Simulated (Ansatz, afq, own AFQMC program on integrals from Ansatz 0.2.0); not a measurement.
**SiGe2H5 (doublet): quantum Monte Carlo beside coupled cluster as a fragment species, def2-TZVP**

Aim: compute SiGe2H5 (doublet) with auxiliary-field quantum Monte Carlo on the same integrals as coupled cluster, and set the energies side by side.

Method: def2-TZVP, frozen cores; program: Ansatz 0.2.0, Gaussian basis, and an in-house AFQMC program (afq) on its integrals; all values are calculated.

To be run: PBE (unrestricted); CCSD(T) on UHF; r2SCAN (unrestricted); PBE0 (unrestricted); B3LYP (unrestricted); wB97M-V (unrestricted); B2PLYP (unrestricted); Phaseless AFQMC, CISD trial on UHF.

### 1 What is computed

The geometry is a PBE0/def2-SVP stationary point (not a proven minimum). No spin-orbit coupling is included. The filled d shell of Ge may be among the frozen orbitals whatever the setting's name suggests; the logs give the count.

8 atoms, charge 0, spin multiplicity 2.

Atoms are counted from 1 here; the program's logs count them from 0.

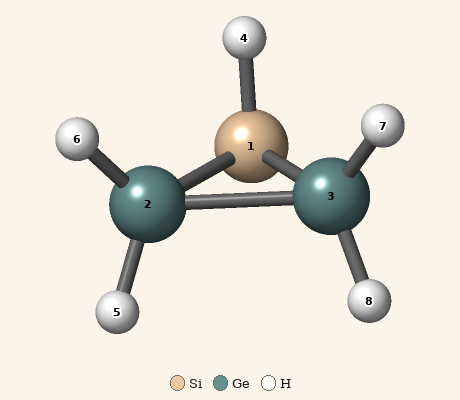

The geometry (silicon light orange, germanium teal, hydrogen white); atoms are numbered from 1 in the order of the file.

### 2 PBE (unrestricted)

Input file in.yaml:

```yaml
crystal:
  periodic: [false, false, false]
  atoms:
    - {symbol: Si, position_ang: [-1.187274, 0.495158, -0.767544]}
    - {symbol: Ge, position_ang: [1.156795, 0.655401, -0.456436]}
    - {symbol: Ge, position_ang: [-0.293128, -0.858462, 0.960279]}
    - {symbol: H, position_ang: [-1.201824, -0.533209, -1.880694]}
    - {symbol: H, position_ang: [1.775224, 1.718563, 0.466568]}
    - {symbol: H, position_ang: [2.190323, 0.129368, -1.466907]}
    - {symbol: H, position_ang: [-0.227481, -2.393826, 0.894495]}
    - {symbol: H, position_ang: [-0.218535, -0.361983, 2.413758]}
basis:
  gaussian: {orbitals: def2-TZVP}
magnetization: {spin_polarized: true, initial_magnetization: 1}
hamiltonian: {xc: {name: PBE}}
output: {orbitals: {seedname: orbitals}}
```

Launch:

```console
ansatz run in.yaml --threads 1 --pin off --events-out ev --progress --plain --max-ram 5120MiB --backend cpu
```

Output:

```text
Functional definition: PBE
  name "PBE"
  cite "Perdew, Burke & Ernzerhof, Phys. Rev. Lett. 77, 3865 (1996) doi:10.1103/PhysRevLett.77.3865"
  parent pbe
  parameter kappa = 0.804
  parameter beta = 0.06672455060314922
  exchange = pbe_x(kappa = kappa, mu = beta*pi^2/3)
  correlation = pbe_c(beta = beta)
1188 factors; their error is unknown
mean field evaluation 1: about -120970.7837 eV, gradient 2.6e1 eV
mean field evaluation 2: about -120970.6176 eV, gradient 3.1e1 eV
mean field evaluation 4: about -120972.7279 eV, gradient 3.2e0 eV
mean field evaluation 8: about -120972.8167 eV, gradient 1.9e-1 eV
mean field evaluation 16: about -120972.7897 eV, gradient 4.8e-4 eV
mean field -120972.78967092 eV, -4445.6680221043 hartree, gradient 1.2e-5 eV, S^2 0.754848; 0 other end points of the search recorded, 0 dependent functions left out
reference -120972.78971376 eV, -4445.6680236787 hartree; 42, 41 occupied and 121, 122 virtual orbitals, 1188 factors
Total energy: -120972.78971376 eV, -4445.6680236787 hartree
```

It took 6.5 s on 1 thread of AMD EPYC 7R13 (Zen 3), shared host; peak memory 1.8 GiB.

From the report: ⟨S²⟩ of the determinant 0.755 (pure doublet: 0.75).

### 3 CCSD(T) on UHF

Changes to in.yaml since step 2:

```diff
@@ -14,3 +14,2 @@
 magnetization: {spin_polarized: true, initial_magnetization: 1}
-hamiltonian: {xc: {name: PBE}}
-output: {orbitals: {seedname: orbitals}}
+correlation: {method: ccsd_t, electrons: outside_noble_gas, hamiltonian_folder: ham}
```

Launch:

```console
ansatz run in.yaml --threads 1 --pin off --events-out ev --progress --plain --max-ram 15360MiB --backend cuda --devices 0, --max-vram 18GiB
```

Output, shortened:

```text
Functional definition: HF
  name "HF"
  cite "Fock, Z. Phys. 61, 126 (1930) doi:10.1007/BF01340294"
  parent pbe
[...]
1120 factors; integrals over basis functions are off by at most 1.0e-3 eV
[...]
mean field -120887.04667106 eV, -4442.5170249783 hartree, gradient 7.7e-6 eV, S^2 0.787497; 2 other end points of the search recorded, 0 dependent functions left out
determinant -120887.04667106 eV, -4442.5170249783 hartree, with singles and doubles -120897.45364812 eV, -4442.8994743310 hartree
determinant -120884.77202928 eV, -4442.4334334347 hartree, with singles and doubles -120895.41610353 eV, -4442.8245959484 hartree
determinant -120884.25130725 eV, -4442.4142972529 hartree, with singles and doubles -120895.11943165 eV, -4442.8136934579 hartree
33 core orbitals not correlated: weight in the atoms' cores, before any rotation towards them, 1.000 or more for the frozen orbitals, at most 0.000 for the correlated occupied ones
reference -120887.04667106 eV, -4442.5170249783 hartree; 9, 8 occupied and 121, 122 virtual orbitals, 1120 factors
second order -8.79816581 eV of doubles, -0.00000000 eV of singles
cycle   1  -10.25648474 eV  change   -5.5e-1 eV  update   2.5e-2
[...]
cycle  10  -10.27841121 eV  change   -3.5e-6 eV  update   1.2e-5
perturbative correction -0.47670664 eV, -0.0175186458 hartree
Total energy: -120897.80178891 eV, -4442.9122682691 hartree
```

It took 11 s on 1 × NVIDIA H100 80GB HBM3 with 1 thread of AMD EPYC 7R13 (Zen 3), shared host; peak host memory 1.8 GiB.

From the report: ⟨S²⟩ of the determinant 0.787 (pure doublet: 0.75); correlation -10.7551 eV; T1 0.022; largest double amplitude 0.04.

This run also writes the integrals to the folder ham.

### 4 r2SCAN (unrestricted)

Changes to in.yaml since step 3:

```diff
@@ -14,2 +14,2 @@
 magnetization: {spin_polarized: true, initial_magnetization: 1}
-correlation: {method: ccsd_t, electrons: outside_noble_gas, hamiltonian_folder: ham}
+hamiltonian: {xc: {name: r2SCAN}}
```

Launch:

```console
ansatz run in.yaml --threads 1 --pin off --events-out ev --progress --plain --max-ram 5120MiB --backend cpu
```

Output:

```text
Functional definition: r2SCAN
  name "r2SCAN"
  cite "Furness, Kaplan, Ning, Perdew & Sun, J. Phys. Chem. Lett. 11, 8208 (2020) doi:10.1021/acs.jpclett.0c02405"
  cite "Furness, Kaplan, Ning, Perdew & Sun, J. Phys. Chem. Lett. 11, 9248 (2020) doi:10.1021/acs.jpclett.0c03077"
  parent r2scan
  parameter k0 = 0.174
  parameter k1 = 0.065
  parameter a1 = 4.9479
  exchange = r2scan_x(k0 = k0, k1 = k1, a1 = a1)
  correlation = r2scan_c
1188 factors; their error is unknown
mean field evaluation 1: about -120991.6220 eV, gradient 1.9e1 eV
mean field evaluation 2: about -120991.8915 eV, gradient 2.1e1 eV
mean field evaluation 4: about -120992.9028 eV, gradient 2.2e0 eV
mean field evaluation 8: about -120992.9489 eV, gradient 1.8e-1 eV
mean field evaluation 16: about -120992.9219 eV, gradient 7.2e-4 eV
mean field -120992.92189171 eV, -4446.4078675724 hartree, gradient 5.1e-5 eV, S^2 0.762389; 0 other end points of the search recorded, 0 dependent functions left out
reference -120992.92190652 eV, -4446.4078681166 hartree; 42, 41 occupied and 121, 122 virtual orbitals, 1188 factors
Total energy: -120992.92190652 eV, -4446.4078681166 hartree
```

Wall time 17 s (1 thread of AMD EPYC 7R13 (Zen 3), shared host); peak memory 1.8 GiB.

From the report: ⟨S²⟩ of the determinant 0.762 (pure doublet: 0.75).

### 5 PBE0 (unrestricted)

Changes to in.yaml since step 4:

```diff
@@ -14,2 +14,3 @@
 magnetization: {spin_polarized: true, initial_magnetization: 1}
-hamiltonian: {xc: {name: r2SCAN}}
+hamiltonian: {xc: {name: PBE0}}
+output: {orbitals: {seedname: orbitals}}
```

Same command.

Output:

```text
Functional definition: PBE0
  name "PBE0"
  cite "Adamo & Barone, J. Chem. Phys. 110, 6158 (1999) doi:10.1063/1.478522"
  cite "Perdew, Burke & Ernzerhof, Phys. Rev. Lett. 77, 3865 (1996) doi:10.1103/PhysRevLett.77.3865"
  parent pbe
  parameter a = 0.25
  parameter kappa = 0.804
  parameter beta = 0.06672455060314922
  exchange = (1 - a)*pbe_x(kappa = kappa, mu = beta*pi^2/3) + a*exact_x
  correlation = pbe_c(beta = beta)
1290 factors; their error is unknown
mean field evaluation 1: about -120975.0756 eV, gradient 1.7e1 eV
mean field evaluation 2: about -120975.3630 eV, gradient 1.6e1 eV
mean field evaluation 4: about -120975.9344 eV, gradient 1.1e0 eV
mean field evaluation 8: about -120975.9432 eV, gradient 4.2e-2 eV
mean field evaluation 16: about -120976.5164 eV, gradient 1.6e-4 eV
mean field -120976.51635185 eV, -4445.8049751027 hartree, gradient 5.6e-5 eV, S^2 0.759801; 0 other end points of the search recorded, 0 dependent functions left out
reference -120976.51638423 eV, -4445.8049762923 hartree; 42, 41 occupied and 121, 122 virtual orbitals, 1290 factors
Total energy: -120976.51638423 eV, -4445.8049762923 hartree
```

Wall time 12 s (1 thread of AMD EPYC 7R13 (Zen 3), shared host); peak memory 2.6 GiB.

From the report: ⟨S²⟩ of the determinant 0.760 (pure doublet: 0.75).

### 6 B3LYP (unrestricted)

Changes to in.yaml since step 5:

```diff
@@ -14,3 +14,2 @@
 magnetization: {spin_polarized: true, initial_magnetization: 1}
-hamiltonian: {xc: {name: PBE0}}
-output: {orbitals: {seedname: orbitals}}
+hamiltonian: {xc: {name: B3LYP}}
```

Launched as before.

Output, shortened:

```text
Functional definition: B3LYP
  name "B3LYP"
  cite "Stephens, Devlin, Chabalowski & Frisch, J. Phys. Chem. 98, 11623 (1994) doi:10.1021/j100096a001"
  cite "Becke, Phys. Rev. A 38, 3098 (1988) doi:10.1103/PhysRevA.38.3098"
  cite "Lee, Yang & Parr, Phys. Rev. B 37, 785 (1988) doi:10.1103/PhysRevB.37.785"
  cite "Vosko, Wilk & Nusair, Can. J. Phys. 58, 1200 (1980) doi:10.1139/p80-159"
[...]
1259 factors; their error is unknown
[...]
mean field -120997.21504861 eV, -4446.5656381782 hartree, gradient 1.2e-5 eV, S^2 0.756477; 0 other end points of the search recorded, 0 dependent functions left out
reference -120997.21532267 eV, -4446.5656482497 hartree; 42, 41 occupied and 121, 122 virtual orbitals, 1259 factors
Total energy: -120997.21532267 eV, -4446.5656482497 hartree
```

Run time: 12 s. Hardware: 1 thread of AMD EPYC 7R13 (Zen 3), shared host; peak memory 2.6 GiB.

From the report: ⟨S²⟩ of the determinant 0.756 (pure doublet: 0.75).

### 7 wB97M-V (unrestricted)

Changes to in.yaml since step 6:

```diff
@@ -14,2 +14,3 @@
 magnetization: {spin_polarized: true, initial_magnetization: 1}
-hamiltonian: {xc: {name: B3LYP}}
+hamiltonian: {xc: {name: wB97M-V}}
+output: {orbitals: {seedname: orbitals}}
```

The command is unchanged.

Output, shortened:

```text
Functional definition: wB97M-V
  name "wB97M-V"
  cite "Mardirossian & Head-Gordon, J. Chem. Phys. 144, 214110 (2016) doi:10.1063/1.4952647"
  cite "Becke, J. Chem. Phys. 107, 8554 (1997) doi:10.1063/1.475007"
  cite "Vydrov & Van Voorhis, J. Chem. Phys. 133, 244103 (2010) doi:10.1063/1.3521275"
  # Of w^i u^j: cxij and so on, Table III.
[...]
  gx(w, u) = 1 - cx + cx01*u + cx10*w
  gss(w, u) = css00 + css04*u^4 + css10*w + css20*w^2 + css43*w^4*u^3
  gos(w, u) = cos00 + cos10*w + (cos20 + cos21*u)*w^2 + (cos60 + cos61*u)*w^6
[...]
      + integral(e_c_pw_mod_opposite_spin*gos(b97_w_opposite, b97_u_opposite)) + vv10(b, c)
1244 factors; their error is unknown
277 factors; integrals over basis functions are off by at most 7.7e-6 eV
[...]
mean field -120986.60378935 eV, -4446.1756815932 hartree, gradient 2.4e-5 eV, S^2 0.758666; 0 other end points of the search recorded, 0 dependent functions left out
reference -120986.60383833 eV, -4446.1756833930 hartree; 42, 41 occupied and 121, 122 virtual orbitals, 1244 factors
Total energy: -120986.60383833 eV, -4446.1756833930 hartree
```

Run time: 37 s. Hardware: 1 thread of AMD EPYC 7R13 (Zen 3), shared host; peak memory 2.6 GiB.

From the report: ⟨S²⟩ of the determinant 0.759 (pure doublet: 0.75).

### 8 B2PLYP (unrestricted)

Changes to in.yaml since step 7:

```diff
@@ -14,3 +14,3 @@
 magnetization: {spin_polarized: true, initial_magnetization: 1}
-hamiltonian: {xc: {name: wB97M-V}}
-output: {orbitals: {seedname: orbitals}}
+hamiltonian: {xc: {name: B2PLYP}}
+correlation: {electrons: outside_noble_gas}
```

The command is unchanged.

Output, shortened:

```text
Functional definition: B2PLYP
  name "B2PLYP"
  cite "Grimme, J. Chem. Phys. 124, 034108 (2006) doi:10.1063/1.2148954"
  cite "Becke, Phys. Rev. A 38, 3098 (1988) doi:10.1103/PhysRevA.38.3098"
  cite "Lee, Yang & Parr, Phys. Rev. B 37, 785 (1988) doi:10.1103/PhysRevB.37.785"
[...]
1120 factors; integrals over basis functions are off by at most 1.0e-3 eV
[...]
mean field -120964.78259395 eV, -4445.3737674532 hartree, gradient 7.8e-6 eV, S^2 0.766400; 0 other end points of the search recorded, 0 dependent functions left out
33 core orbitals not correlated: weight in the atoms' cores, before any rotation towards them, 0.999 or more for the frozen orbitals, at most 0.001 for the correlated occupied ones
reference -120964.78276905 eV, -4445.3737738881 hartree; 9, 8 occupied and 121, 122 virtual orbitals, 1120 factors
second order -11.23196824 eV of doubles, -0.00000000 eV of singles
Total energy: -120967.81540048 eV, -4445.4852210374 hartree
```

Run time: 16 s. Hardware: 1 thread of AMD EPYC 7R13 (Zen 3), shared host; peak memory 2.6 GiB.

From the report: ⟨S²⟩ of the determinant 0.766 (pure doublet: 0.75).

### 9 Phaseless AFQMC, CISD trial on UHF

It reads the integrals that the CCSD(T) run on this determinant wrote.

Launch:

```console
afq ham --method phaseless --trial cisd --walkers 700 --populations 10 --least-time 60 --time-step 0.005 --steps-per-block 50 --equilibration-blocks 28 --max-blocks 4000 --target-error 0.00024 --factor-cut 1e-05 --start spin_pure --seed 8815 --release-times 0.24,0.51,0.99,1.5 --release-step 0.03 --release-every 4 --taylor-order 6
```

Output:

```text
orbitals 130  electrons 9 8  factors 1015 of 1120
reference energy -4442.51702498 Eh
CCSD correlation -0.37772511 Eh in 13 cycles, weight of the determinant in the CISD state 0.7936
energy of the start -4442.892169 Eh
 block  time / (1/Eh)  mean weight  energy / Eh
     1     0.250  0.9992  -4442.881927
     2     0.500  1.0001  -4442.885163
     3     0.750  0.9998  -4442.890358
     4     1.000  1.0008  -4442.895148
     5     1.250  0.9999  -4442.899072
     6     1.500  1.0008  -4442.900979
     7     1.750  0.9994  -4442.903011
     8     2.000  0.9993  -4442.907095
     9     2.250  0.9994  -4442.908742
    10     2.500  1.0007  -4442.910761
    11     2.750  1.0001  -4442.910823
    16     4.000  0.9997  -4442.913301
    21     5.250  1.0007  -4442.913177
    26     6.500  0.9998  -4442.910278
    31     7.750  1.0005  -4442.912969
    36     9.000  0.9998  -4442.915340
    41    10.250  0.9999  -4442.914604
    46    11.500  1.0000  -4442.911998
    51    12.750  0.9999  -4442.915360
    56    14.000  0.9990  -4442.914607
    61    15.250  1.0009  -4442.916288
    66    16.500  1.0008  -4442.914654
    71    17.750  1.0004  -4442.914123
    76    19.000  0.9995  -4442.913689
    81    20.250  1.0000  -4442.912237
    86    21.500  0.9997  -4442.914363
    91    22.750  0.9998  -4442.917147
    96    24.000  0.9994  -4442.914495
   101    25.250  1.0005  -4442.914032
   106    26.500  1.0006  -4442.913845
   111    27.750  1.0004  -4442.916438
   116    29.000  0.9998  -4442.914797
   121    30.250  1.0006  -4442.914850
   126    31.500  0.9998  -4442.914937
   131    32.750  1.0000  -4442.915135
   136    34.000  0.9997  -4442.918210
   141    35.250  1.0003  -4442.917484
   146    36.500  1.0003  -4442.915210
   151    37.750  1.0002  -4442.913089
   156    39.000  0.9997  -4442.914184
   161    40.250  0.9992  -4442.914277
   166    41.500  0.9990  -4442.912341
   171    42.750  1.0000  -4442.914780
   176    44.000  1.0001  -4442.912205
   181    45.250  1.0001  -4442.910774
   186    46.500  1.0005  -4442.915555
   191    47.750  0.9997  -4442.914912
   196    49.000  1.0003  -4442.914626
   201    50.250  0.9998  -4442.918312
   206    51.500  0.9990  -4442.915837
   211    52.750  1.0005  -4442.913919
   216    54.000  1.0003  -4442.915497
   221    55.250  1.0000  -4442.916180
error from the spread of 10 populations
released: time / (1/Eh)  energy / Eh  error  mean overlap
  0.24  -4442.914641  0.000354  0.9973
  0.51  -4442.915008  0.000382  0.9907
  0.99  -4442.915619  0.000440  0.9773
  1.50  -4442.916127  0.000385  0.9641
energy -4442.914595 +/- 0.000339 Eh
```

Wall time 6.2 min (1 × NVIDIA H100 80GB HBM3 with 2 threads of AMD EPYC 7R13 (Zen 3), shared host); peak host memory 2.6 GiB.

Energy -120897.8651 ± 0.0092 eV. Caveats: constraint bias not in the error.

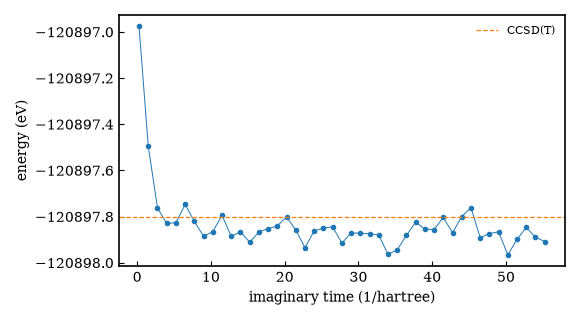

Block energies along the walk.

### 10 AFQMC on the ladder

On the UHF determinant, counted from CCSD(T) (a yardstick, not exact):

| level | energy (eV) | from CCSD(T) (kJ/mol) | statistical error (kJ/mol) | time |
| --- | --- | --- | --- | --- |
| HF | -120887.0467 | +1037.7 |  |  |
| MP2 | -120895.8448 | +188.8 |  |  |
| CCSD | -120897.3251 | +46.0 |  |  |
| CCSD(T) | -120897.8018 | 0.0 |  |  |
| Phaseless AFQMC, CISD trial, step 0.005, 700 walkers | -120897.8651 | -6.1 | 0.9 | 6.2 min |

The functionals' totals stand on their own zeros and serve differences with other points: PBE -120972.790 eV; r2SCAN -120992.922 eV; PBE0 -120976.516 eV; B3LYP -120997.215 eV; wB97M-V -120986.604 eV; B2PLYP -120967.815 eV.

### 11 Summary of results

| quantity | value |
| --- | --- |
| Phaseless AFQMC, CISD trial on UHF from CCSD(T) | -6.1 ± 0.9 kJ/mol |

In words: On UHF the phaseless walk with the CISD trial lies -6.1 kJ/mol from CCSD(T), 7 times its error bar. Error bars are statistical and leave out the constraint, the time step and what remains of the start.
